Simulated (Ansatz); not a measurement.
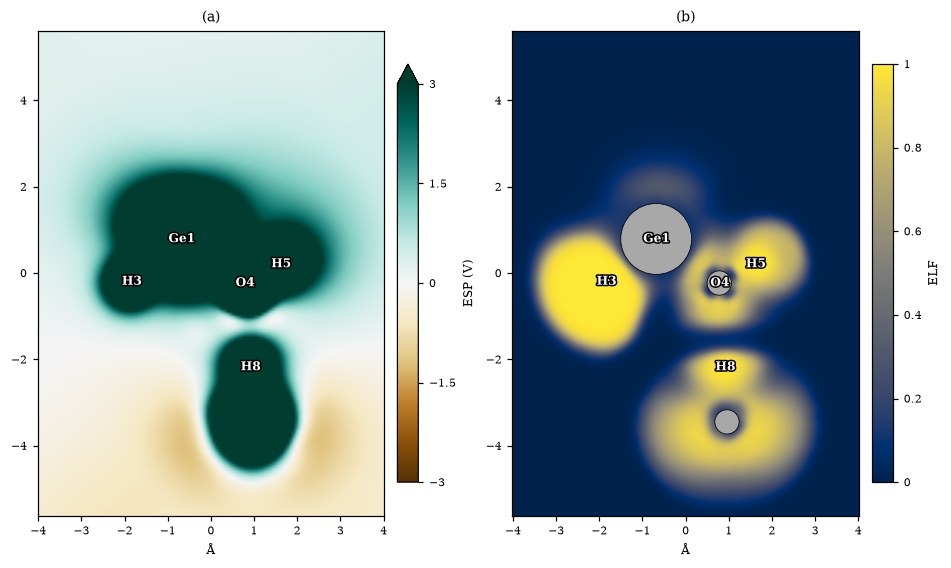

Figure. GeH4O···HCl. (a) molecular electrostatic potential; (b) ELF on the plane of atoms H3, Ge1 and O4. Grey discs cover the atomic cores in the ELF map.

These are results of RHF/def2-SVP (Ansatz), not measurements.

The calculation's input:

```
crystal:
  periodic: [false, false, false]
  atoms:
    - { symbol: Ge, position_ang: [-0.095387, -0.167128, -0.079312] }
    - { symbol: H, position_ang: [-0.116211, -0.064099, 1.462142] }
    - { symbol: H, position_ang: [1.33175, -0.077183, -0.599148] }
    - { symbol: O, position_ang: [-0.997729, 1.191374, -0.750409] }
    - { symbol: H, position_ang: [-1.924757, 1.068229, -0.870213] }
    - { symbol: H, position_ang: [-0.759709, -1.489062, -0.493556] }
    - { symbol: Cl, position_ang: [1.465481, 2.423988, 1.540547] }
    - { symbol: H, position_ang: [0.534863, 1.60438, 1.993349] }
basis:
  gaussian: { orbitals: def2-SVP }
hamiltonian:
  xc: hf
relax:
  f_tol: 0.03
  max_steps: 50
output:
  orbitals: {}
```

Launched as:

```sh
ansatz run input.yaml --threads 1 --pin off --max-ram 2048MiB --backend cpu --events-out ev --progress --plain --runs-dir out
```

The fields are those of the run's last geometry, not of the input's.

What does the map show?

Answer.
- Atoms in the plane: Ge, H and O.
- O4···H8 (1.97 Å): the ELF dips to about 0.10 between them.
- Ge–O (1.78 Å): the ELF peaks at about 0.85 in the valence shell of O, 0.6 Å from its nucleus, and is about 0.35 at the midpoint.
- O–H (0.95 Å): the ELF climbs to about 1 towards the hydrogen, as it does in any bond to H.
- Ge–H (1.52 Å): the ELF climbs to about 1 towards the hydrogen.
- The ELF also peaks beside Cl7, away from the bonds: lone-pair regions.
- Outside the dense part of the complex the potential is most negative (−1.2 V) near Cl7, which lies off the plane.
